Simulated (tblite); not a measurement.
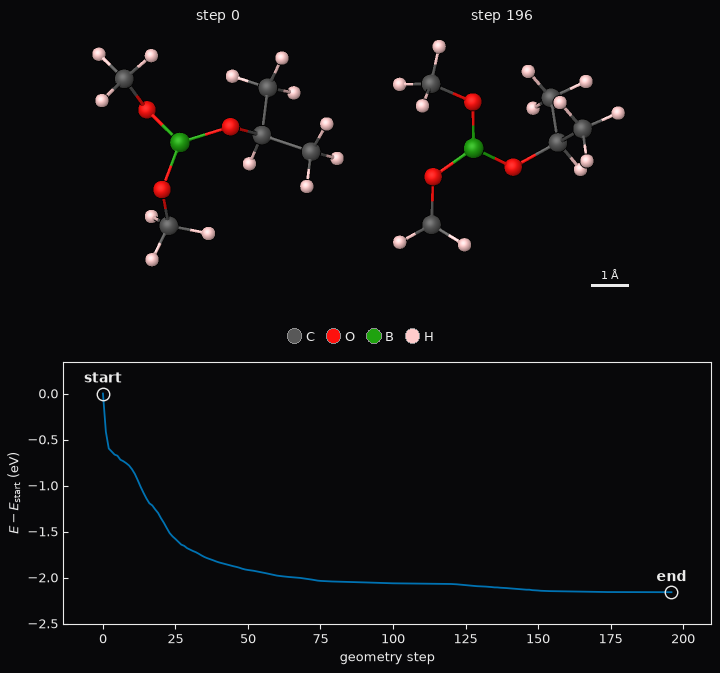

First and last geometry of a relaxation of C5H13BO3, with the history of the run. A ball-and-stick model, seen at a tilt.

These are results of GFN2-xTB geometry optimisation, gas phase in tblite, not measurements. 

Read the history and describe the run.

It converged. An O atom moves most after the best rigid fit: 1.67 Å. Largest moves by element: O 1.67 Å, H 1.63 Å, C 0.88 Å, B 0.45 Å. Among the contacts that change: B–O 1.487 → 1.358 Å, B–O 1.474 → 1.367 Å, C–H 1.116 → 1.087 Å, C–O 1.393 → 1.410 Å. Among the angles between lasting bonds that change: B–O–C 111.5° → 125.6°, B–O–C 107.8° → 120.7°, C–O–B 110.0° → 121.4°. Groups turn about C–O by about 160°, C–O by about 120°, B–O by about 90°. Over 196 geometry steps the energy falls by 2.159 eV.

```csv
step,"E − E(0), eV"
0,0.0000
1,-0.4153
2,-0.5976
3,-0.6313
4,-0.6634
5,-0.6762
6,-0.7192
7,-0.7351
8,-0.7566
9,-0.7822
10,-0.8225
20,-1.3549
30,-1.6963
39,-1.8249
49,-1.9122
59,-1.9737
69,-2.0084
79,-2.0428
88,-2.0503
98,-2.0616
108,-2.0663
118,-2.0688
127,-2.0888
137,-2.1107
147,-2.1321
157,-2.1490
167,-2.1542
176,-2.1578
186,-2.1585
196,-2.1592
```
